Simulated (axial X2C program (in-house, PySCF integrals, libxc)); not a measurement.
## Run report: TeIn⁻, relativistic diatomic calculation

- system: TeIn⁻, single determinant with Ω = 1 (not the lowest found). The distance is the PBE0 minimum at charge −1.
- method: expectation values, HF and Kohn-Sham, two-component X2C with atomic mean-field Coulomb and Gaunt terms, Te dyall-acv3z, In dyall-acv3z (cores contracted) (axial X2C program (in-house, PySCF integrals, libxc))

Log:
```
two-component X2C + atomic mean field  PBE0
basis functions 285  fitting functions 1447  grid points 5806
iter        total energy     max residual
   1     -12667.811653259     4.76e+00
   2     -12668.891960463     9.06e-03
   3     -12668.889497810     1.54e-02
   4     -12668.896900082     1.08e-03
   5     -12668.896978319     5.46e-04
   6     -12668.896985055     1.85e-04
   7     -12668.896987224     6.46e-05
   8     -12668.896987749     4.81e-05
   9     -12668.896988249     3.85e-05
  10     -12668.896988591     2.55e-05
  11     -12668.896988787     1.10e-05
  12     -12668.896988837     3.18e-06
  13     -12668.896988839     9.83e-07
converged
one-electron -18431.63895754  Coulomb 5601.65401622  exact exchange -83.33811870  xc functional -254.95888553  nuclear repulsion 506.70557438  atomic mean-field constant -7.32061767
```

Expectation values by level of theory:

| quantity | PBE0 | HF | TPSSh | r2SCAN | BHandHLYP |
| --- | --- | --- | --- | --- | --- |
| effective field for an electron dipole moment (GV/cm) | 9.78 | 9.58 | 9.85 | 10.8 | 8.95 |
| field gradient at the first nucleus (a.u.) | 6.96 | 5.44 | 7.41 | 8.09 | 6.15 |
| field gradient at the second nucleus (a.u.) | −0.408 | −1.09 | −0.235 | −0.176 | −0.550 |
| A∥/gI, first nucleus (MHz) | 203 | 73.4 | 239 | 239 | 192 |
| A∥/gI, second nucleus (MHz) | 1220 | 645 | 1310 | 1400 | 974 |

Each column comes from one determinant with 2 or more unpaired spinors, which can mix states, in a basis with contracted cores. The levels disagree widely: A∥/gI at the first nucleus runs from 73.4 to 239 MHz, A∥/gI at the second nucleus runs from 645 to 1400 MHz and the field gradient at the second nucleus runs from −1.09 to −0.176 a.u. They may not all have settled in the same state, and these values aren't reliable properties of the molecule.

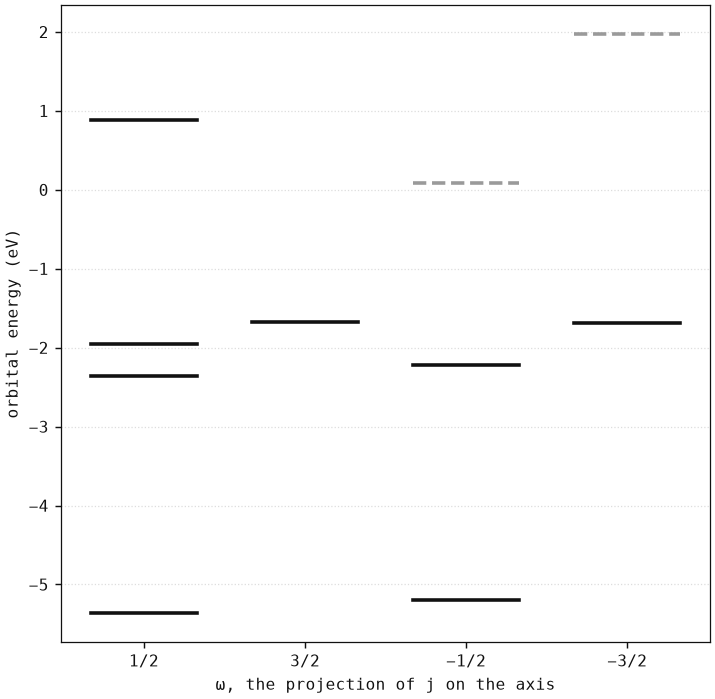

*Orbital energies (PBE0) near the frontier at 2.66 Å, filled (solid) and empty (dashed).*

The highest filled spinor (1/2; 69 % In p, 11 % Te d) lies at 0.89 eV, the lowest empty one (−1/2; 46 % Te p, 32 % In p) at 0.08 eV. A filled level above zero is held only by the finite basis .

Input file:
```
{"zs": [52, 49], "q": -1, "bas": ["dyall-acv3z", "dyall-acv3z"], "r0": 2.64, "levels": ["PBE0", "HF", "TPSSh", "r2SCAN", "BHandHLYP"], "nst": 3}
```

The line is the task of a batch: nuclear charges, charge, bases, the levels to run, a first guess of the distance and further settings. This report covers the levels named above. The log is that of the reference distance.

The run was one of a batch that the task file lists, launched with:
```bash
python <driver script> task.json out
```

Results in brief:

- outcome: converged; the levels of theory disagree widely; a filled level lies above zero
- hardware: 1 thread of Arm Neoverse V2, 112 GiB of memory available, shared host
- wall time: 15 s
- peak memory: 0.7 GiB

Notes:

The highest filled level (PBE0, up to 0.89 eV) lies above zero. That is common for anions, where the functional's self-interaction leaves the outer electrons unbound; only the finite basis holds them, so such levels depend on it.
